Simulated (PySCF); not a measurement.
Consider C₄H₇NS (SMILES CN/C=C/C=S).

Input

```
{"job": {"kind": "nmr", "xc": "PBE0", "basis": "pcSseg-1", "pop": false}, "charge": 0, "multiplicity": 1}
C     -2.216400    -0.329762     0.445224
N     -1.084900    -0.161101    -0.431464
C      0.188222    -0.127636     0.071459
C      1.241552     0.426704    -0.532968
C      2.612081     0.336243    -0.042933
S      3.659452    -0.825723    -0.460371
H     -2.487381     0.591785     0.976888
H     -1.984132    -1.097298     1.182301
H     -3.075128    -0.658394    -0.139388
H     -1.247585     0.442448    -1.225305
H      0.312193    -0.656370     1.007125
H      1.125300     0.937953    -1.481377
H      2.956727     1.121152     0.630808
```

Launched as:

```sh
OMP_NUM_THREADS=1 python ens_run.py task.json out
```

Geometry: GFN2-xTB.

These are results of PBE0/pcSseg-1, SCF density, gas phase, non-relativistic in PySCF 2.14.0, not measurements.

What will maps of the electron density and electron localisation function show?

C–C (1.33 Å): the density is about 2.3 e/Å³ at the midpoint; the ELF peaks at about 0.90 between the atoms; a short, multiple covalent bond.
C–N (1.37 Å): ρ at the midpoint is about 2.3 e/Å³; the ELF peaks at about 0.90 between the atoms; localised, covalent bonding.
N–H (1.01 Å): ρ is about 2.9 e/Å³ halfway; the ELF climbs to about 1 towards the hydrogen, as it does in any bond to H; a covalent bond by its length.
C–C (1.46 Å): the density is about 1.8 e/Å³ at the midpoint; the ELF peaks at about 0.95 between the atoms, as expected for localised, covalent bonding.

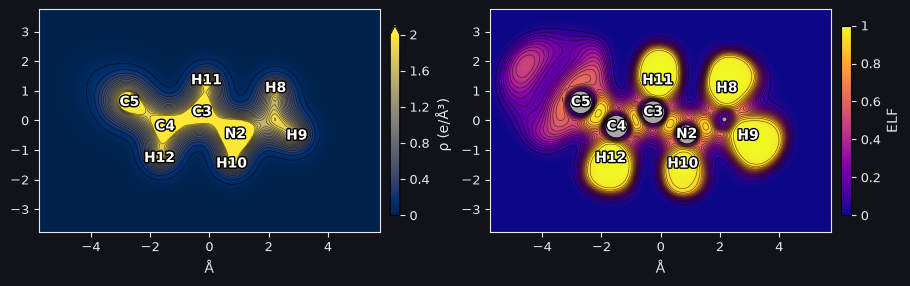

Computed electron density and electron localisation function on the plane of atoms C3, C4 and C5, in this order. Grey discs cover the atomic cores in the ELF map. 
